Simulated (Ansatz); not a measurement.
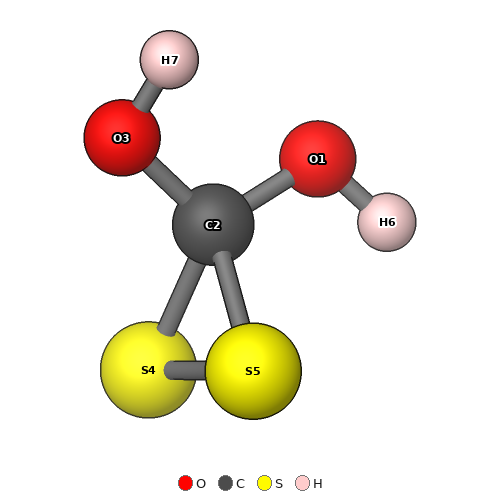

The system is CH₂O₂S₂, SMILES OC1(O)SS1; the picture shows the reference structure. First axis: dihedral H6–O1–C2–O3. Second axis: dihedral O1–C2–O3–H7. Nothing is relaxed (all other coordinates rigid). Grid: 18 × 18 points. Points are written as (first, second). Energies are in eV, from the lowest grid point. All numbers below come from Ansatz 0.2.0, RKS PBE0-D4/def2-SVP.

Its coordinates:

```yaml
atoms:
  - { symbol: O, position_ang: [-0.4806, 0.2005, 1.0878] }
  - { symbol: C, position_ang: [0.0362, -0.1403, -0.1217] }
  - { symbol: O, position_ang: [1.1055, -0.9393, 0.0423] }
  - { symbol: S, position_ang: [-1.0645, -0.5859, -1.4784] }
  - { symbol: S, position_ang: [0.0947, 1.2014, -1.3955] }
  - { symbol: H, position_ang: [-1.1633, 0.8703, 0.9511] }
  - { symbol: H, position_ang: [1.5333, -0.6750, 0.8688] }
```

Range: dihedral H6–O1–C2–O3 from −180 to 160°; dihedral O1–C2–O3–H7 from −180 to 160°.

What will the energy surface look like?

Answer. The lowest grid point is at (−180°, −180°). Higher local minima lie near (−180°, −40°) (0.031 eV above the lowest at that grid point); (−20°, −180°) (0.071 eV above the lowest at that grid point). The highest grid point, (0°, 0°), lies 0.647 eV above the lowest. On the interpolated surface the easiest way out of the lowest well to the well at about (170°, −30°) passes a barrier of about 0.13 eV. Round the minimum the valley is somewhat tilted: raising dihedral H6–O1–C2–O3 shifts the best value of dihedral O1–C2–O3–H7 upwards (coupling k₁₂/√(k₁₁k₂₂) about −0.5). At the highest point the unbonded atoms H6···H7 come to 1.64 Å, against 3.75 Å at the lowest; the sum of their van der Waals radii is about 2.4 Å.

| dihedral O1–C2–O3–H7 ↓, dihedral H6–O1–C2–O3 → | −180 | −140 | −100 | −60 | −20 | 20 | 60 | 100 | 140 |
| --- | --- | --- | --- | --- | --- | --- | --- | --- | --- |
| 140 | 0.058 | 0.188 | 0.269 | 0.191 | 0.134 | 0.162 | 0.214 | 0.214 | 0.090 |
| 100 | 0.162 | 0.295 | 0.437 | 0.406 | 0.332 | 0.302 | 0.348 | 0.368 | 0.230 |
| 60 | 0.141 | 0.236 | 0.425 | 0.506 | 0.493 | 0.377 | 0.336 | 0.358 | 0.241 |
| 20 | 0.083 | 0.156 | 0.327 | 0.472 | 0.624 | 0.532 | 0.358 | 0.290 | 0.166 |
| −20 | 0.033 | 0.125 | 0.236 | 0.294 | 0.472 | 0.587 | 0.438 | 0.280 | 0.096 |
| −60 | 0.059 | 0.165 | 0.270 | 0.241 | 0.288 | 0.425 | 0.438 | 0.344 | 0.143 |
| −100 | 0.131 | 0.208 | 0.333 | 0.304 | 0.264 | 0.312 | 0.388 | 0.409 | 0.255 |
| −140 | 0.074 | 0.113 | 0.226 | 0.217 | 0.168 | 0.157 | 0.217 | 0.287 | 0.196 |
| −180 | 0.000 | 0.069 | 0.146 | 0.107 | 0.071 | 0.080 | 0.118 | 0.149 | 0.061 |

The table holds every second grid line.

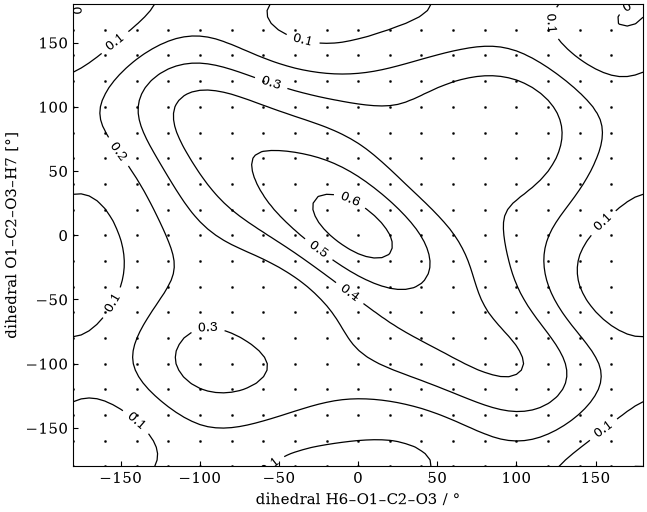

In the figure: contour lines labelled in eV, dots at the grid points. Between grid points the surface is interpolated.

Each point was launched as `ansatz run input.yaml --threads 1 --pin off --max-ram 2560MiB --backend cpu --events-out ev --progress --plain --runs-dir out`. The whole map (324 points run) took 16 min on 1 thread of Arm Neoverse V2 (shared host).
